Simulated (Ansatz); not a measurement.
# NH3 (ammonia): levels of theory compared

Aim: a comparison of 6 runs (CAM-B3LYP/6-31G, PBE0/6-31G, UB3LYP/3-21G, UPBE0/3-21G, wB97M-V/3-21G, CCSD/6-31G) of NH3 (ammonia). 

The results are computed with Ansatz 0.2.0.

48 further runs of the same task are left out: 48 set aside as unsound or not needed.

### Step 1. The molecule

NH3 has 4 atoms, charge 0, and is taken as a singlet. As SMILES, `N`. The H2–N1 distance was set to 1.266 Å, away from the relaxed value.

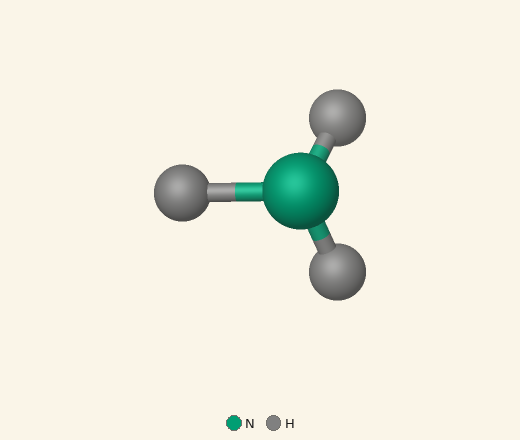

Viewed from a chosen angle; nitrogen teal, hydrogen grey.

### Step 2. The energy at CAM-B3LYP/6-31G (run 1)

in.yaml reads:

```yaml
basis:
  gaussian:
    orbitals: 6-31G
crystal:
  periodic: [false, false, false]
  atoms:
    - {symbol: N, position_ang: [-0.209994, 0.387282, -0.048620]}
    - {symbol: H, position_ang: [0.490470, -0.301820, 0.749180]}
    - {symbol: H, position_ang: [-1.027564, -0.164128, -0.278460]}
    - {symbol: H, position_ang: [0.326836, 0.492092, -0.900750]}
hamiltonian:
  xc: {name: CAM-B3LYP}
accuracy: high
```

Run with:

```console
$ ansatz run in.yaml --threads 1 --pin off --max-ram 3480MiB --events-out events.jsonl --progress --plain --runs-dir runs
```

What it wrote:

```text
Warning: RAYON_NUM_THREADS=1 ignored (pool sized by the plan → 1); use --threads N
Functional definition: CAM-B3LYP
  name "CAM-B3LYP"
  parameter alpha = 0.19
  parameter beta = 0.46
  parameter omega = 0.33/bohr
  parameter ac = 0.81
  exchange = (1 - alpha - beta)*b88_x + beta*b88_x_sr(omega) + alpha*exact_x + beta*exact_x_lr(omega)
  correlation = (1 - ac)*vwn5_c + ac*lyp_c
350 factors; integrals over basis functions are off by at most 1.2e-8 eV
145 factors; integrals over basis functions are off by at most 2.1e-9 eV
mean field evaluation 1: about -1533.0178 eV, gradient 4.1e1 eV
mean field evaluation 2: about -1532.1805 eV, gradient 4.5e1 eV
mean field evaluation 4: about -1536.5438 eV, gradient 1.3e-1 eV
mean field evaluation 8: about -1536.5384 eV, gradient 8.7e-4 eV
mean field evaluation 16: about -1536.5384 eV, gradient 1.1e-8 eV
mean field -1536.53836755 eV, -56.4667435044 hartree, gradient 1.1e-8 eV, S^2 0.000000; 0 other end points of the search recorded, 0 dependent functions left out
reference -1536.53837760 eV, -56.4667438737 hartree; 5, 5 occupied and 10, 10 virtual orbitals, 350 factors
Total energy: -1536.53837760 eV, -56.4667438737 hartree
```

It took 0.36 s on 1 thread of Intel Xeon 6975P-C (Granite Rapids), shared host.

### Step 3. The energy at PBE0/6-31G (run 2)

run.yaml reads:

```yaml
crystal:
  periodic: [false, false, false]
  atoms:
    - {symbol: "N", position_ang: [-0.209994, 0.387282, -0.048620]}
    - {symbol: H, position_ang: [0.490470, -0.301820, 0.749180]}
    - {symbol: H, position_ang: [-1.027564, -0.164128, -0.278460]}
    - {symbol: H, position_ang: [0.326836, 0.492092, -0.900750]}
basis:
  gaussian: {orbitals: 6-31G}
accuracy: high
hamiltonian: {xc: {name: PBE0}}
```

Run with:

```console
$ ansatz run run.yaml --threads 1 --pin off --max-ram 3480MiB --events-out events.jsonl --progress --plain --runs-dir runs
```

What it wrote:

```text
Warning: RAYON_NUM_THREADS=1 ignored (pool sized by the plan → 1); use --threads N
Functional definition: PBE0
  name "PBE0"
  parameter a = 0.25
  parameter kappa = 0.804
  parameter beta = 0.06672455060314922
  exchange = (1 - a)*pbe_x(kappa = kappa, mu = beta*pi^2/3) + a*exact_x
  correlation = pbe_c(beta = beta)
350 factors; integrals over basis functions are off by at most 1.2e-8 eV
mean field evaluation 1: about -1531.3562 eV, gradient 4.4e1 eV
mean field evaluation 2: about -1527.8329 eV, gradient 5.7e1 eV
mean field evaluation 4: about -1535.4725 eV, gradient 1.5e-1 eV
mean field evaluation 8: about -1535.4665 eV, gradient 2.0e-3 eV
mean field evaluation 16: about -1535.4665 eV, gradient 4.5e-8 eV
mean field -1535.46652053 eV, -56.4273538527 hartree, gradient 4.5e-8 eV, S^2 0.000000; 0 other end points of the search recorded, 0 dependent functions left out
reference -1535.46652163 eV, -56.4273538933 hartree; 5, 5 occupied and 10, 10 virtual orbitals, 350 factors
Total energy: -1535.46652163 eV, -56.4273538933 hartree
```

It took 0.28 s on 1 thread of Intel Xeon 6975P-C (Granite Rapids), shared host.

Runs 3 to 4 aren't shown in full; the table further down has their settings and results.

### Step 4. A single-point energy at wB97M-V/3-21G (run 5)

job.yaml reads:

```yaml
basis:
  gaussian:
    orbitals: 3-21G.json
crystal:
  periodic: [false, false, false]
  atoms:
    - symbol: "N"
      position_ang: [-0.209994, 0.387282, -0.048620]
    - symbol: H
      position_ang: [0.490470, -0.301820, 0.749180]
    - symbol: H
      position_ang: [-1.027564, -0.164128, -0.278460]
    - symbol: H
      position_ang: [0.326836, 0.492092, -0.900750]
hamiltonian:
  xc: {name: wB97M-V}
accuracy: high
```

The basis set 3-21G is read from a file made from the Basis Set Exchange's data (not shown).

Run with:

```console
$ ansatz run job.yaml --threads 1 --pin off --max-ram 3480MiB --events-out events.jsonl --progress --plain --runs-dir runs
```

What it wrote:

```text
Warning: RAYON_NUM_THREADS=1 ignored (pool sized by the plan → 1); use --threads N
Functional definition: wB97M-V
  name "wB97M-V"
  parameter omega = 0.3/bohr
  parameter cx = 0.15
  parameter cx01 = 1.007
  parameter cx10 = 0.259
  parameter css00 = 0.443
  parameter css04 = -1.437
  parameter css10 = -4.535
  parameter css20 = -3.390
  parameter css43 = 4.278
  parameter cos00 = 1.000
  parameter cos10 = 1.358
  parameter cos20 = 2.924
  parameter cos21 = -8.812
  parameter cos60 = -1.390
  parameter cos61 = 9.142
  parameter b = 6.0
  parameter c = 0.01
  gx(w, u) = 1 - cx + cx01*u + cx10*w
  gss(w, u) = css00 + css04*u^4 + css10*w + css20*w^2 + css43*w^4*u^3
  gos(w, u) = cos00 + cos10*w + (cos20 + cos21*u)*w^2 + (cos60 + cos61*u)*w^6
  exchange = spin_sum(e_x_unif_sr(omega)*gx(b97_w, b97_u_x)) + cx*exact_x_sr(omega) + exact_x_lr(omega)
  correlation = spin_sum(e_c_pw_mod_same_spin*gss(b97_w, b97_u_same))
      + integral(e_c_pw_mod_opposite_spin*gos(b97_w_opposite, b97_u_opposite)) + vv10(b, c)
290 factors; integrals over basis functions are off by at most 2.8e-9 eV
119 factors; integrals over basis functions are off by at most 6.6e-10 eV
mean field evaluation 1: about -1526.3428 eV, gradient 3.2e1 eV
mean field evaluation 2: about -1526.9656 eV, gradient 2.7e1 eV
mean field evaluation 4: about -1528.3621 eV, gradient 6.0e-1 eV
mean field evaluation 8: about -1528.3560 eV, gradient 7.7e-3 eV
mean field evaluation 16: about -1528.3560 eV, gradient 3.3e-7 eV
mean field -1528.35596183 eV, -56.1660456403 hartree, gradient 3.3e-8 eV, S^2 0.000000; 0 other end points of the search recorded, 0 dependent functions left out
reference -1528.35596355 eV, -56.1660457036 hartree; 5, 5 occupied and 10, 10 virtual orbitals, 290 factors
Total energy: -1528.35596355 eV, -56.1660457036 hartree
```

Run time: 2.7 s. Hardware: 1 thread of Intel Xeon 6975P-C (Granite Rapids), shared host; peak memory 0.18 GiB.

### Step 5. The energy at CCSD/6-31G (run 6)

molecule.yaml reads:

```yaml
crystal:
  periodic: [false, false, false]
  atoms:
    - symbol: "N"
      position_ang: [-0.209994, 0.387282, -0.048620]
    - symbol: H
      position_ang: [0.490470, -0.301820, 0.749180]
    - symbol: H
      position_ang: [-1.027564, -0.164128, -0.278460]
    - symbol: H
      position_ang: [0.326836, 0.492092, -0.900750]
basis:
  gaussian:
    orbitals: 6-31G
correlation:
  method: ccsd
  frozen_orbitals: {H: 0, "N": 1}
magnetization:
  spin_polarized: false
scf:
  omitted_lower_state_checks: [cluster_reference, increment]
accuracy: high
```

Run with:

```console
$ ansatz run molecule.yaml --threads 1 --pin off --max-ram 3480MiB --events-out events.jsonl --progress --plain --runs-dir runs
```

What it wrote:

```text
Warning: RAYON_NUM_THREADS=1 ignored (pool sized by the plan → 1); use --threads N
Functional definition: HF
  name "HF"
  exchange = exact_x
  correlation = 0
these checks for a lower state are left out or cut short: cluster_reference, increment
350 factors; integrals over basis functions are off by at most 1.2e-8 eV
mean field evaluation 1: about -1525.8300 eV, gradient 2.4e1 eV
mean field evaluation 2: about -1525.8274 eV, gradient 2.4e1 eV
mean field evaluation 4: about -1527.2172 eV, gradient 1.3e0 eV
mean field evaluation 8: about -1527.2264 eV, gradient 1.1e-3 eV
mean field -1527.22637289 eV, -56.1245340126 hartree, gradient 4.8e-8 eV, S^2 0.000000; 0 other end points of the search recorded, 0 dependent functions left out
1 core orbitals not correlated: weight in the atoms' cores, before any rotation towards them, 1.000 or more for the frozen orbitals, at most 0.000 for the correlated occupied ones
reference -1527.22637289 eV, -56.1245340126 hartree; 4, 4 occupied and 10, 10 virtual orbitals, 350 factors
second order -3.35220559 eV of doubles, -0.00000000 eV of singles
cycle   1  -3.56651924 eV  change   -2.1e-1 eV  update   4.5e-2
cycle   2  -3.72960122 eV  change   -1.6e-1 eV  update   1.8e-2
cycle   3  -3.74961747 eV  change   -2.0e-2 eV  update   4.4e-3
cycle   4  -3.75182849 eV  change   -2.2e-3 eV  update   1.4e-3
cycle   5  -3.75174367 eV  change    8.5e-5 eV  update   5.2e-4
cycle   6  -3.75169493 eV  change    4.9e-5 eV  update   1.7e-4
cycle   7  -3.75167944 eV  change    1.5e-5 eV  update   4.8e-5
cycle   8  -3.75166383 eV  change    1.6e-5 eV  update   1.0e-5
cycle   9  -3.75166472 eV  change   -8.9e-7 eV  update   2.5e-6
cycle  10  -3.75166461 eV  change    1.1e-7 eV  update   6.9e-7
cycle  11  -3.75166439 eV  change    2.2e-7 eV  update   2.2e-7
cycle  12  -3.75166451 eV  change   -1.2e-7 eV  update   7.6e-8
cycle  13  -3.75166456 eV  change   -4.8e-8 eV  update   2.8e-8
cycle  14  -3.75166458 eV  change   -1.8e-8 eV  update   1.9e-8
cycle  15  -3.75166456 eV  change    2.1e-8 eV  update   1.0e-8
cycle  16  -3.75166402 eV  change    5.3e-7 eV  update   9.8e-8
cycle  17  -3.75166391 eV  change    1.1e-7 eV  update   3.6e-8
cycle  18  -3.75166386 eV  change    5.1e-8 eV  update   9.7e-9
cycle  19  -3.75166386 eV  change    4.4e-9 eV  update   2.1e-9
cycle  20  -3.75166386 eV  change   -1.4e-9 eV  update  5.9e-10
cycle  21  -3.75166386 eV  change  -8.3e-10 eV  update  3.0e-10
cycle  22  -3.75166386 eV  change  -4.0e-10 eV  update  1.4e-10
Total energy: -1530.97803675 eV, -56.2624051165 hartree
Checks for a lower state left out: cluster_reference, increment
```

Run time: 0.12 s. Hardware: 1 thread of Intel Xeon 6975P-C (Granite Rapids), shared host.

### Step 6. Overview of the runs

```
run            level  frozen core orbitals  energy (Eh)  wall time
  1  CAM-B3LYP/6-31G                     –   -56.466744     0.36 s
  2       PBE0/6-31G                     –   -56.427354     0.28 s
  3     UB3LYP/3-21G                     –   -56.201911     0.58 s
  4      UPBE0/3-21G                     –   -56.131623     0.38 s
  5    wB97M-V/3-21G                     –   -56.166046      2.7 s
  6       CCSD/6-31G                     1   -56.262405     0.12 s
```

### Step 7. Summary of results

| quantity | value |
| --- | --- |
| run 6: total energy | -56.26241 Eh |
| run 6: correlation energy (1 core orbital frozen) | -137.9 mEh |
| run 6: T1 diagnostic | 0.008 |

Totals of different functionals can't be ranked against each other. All runs together took 4.4 s, the longest 2.7 s.
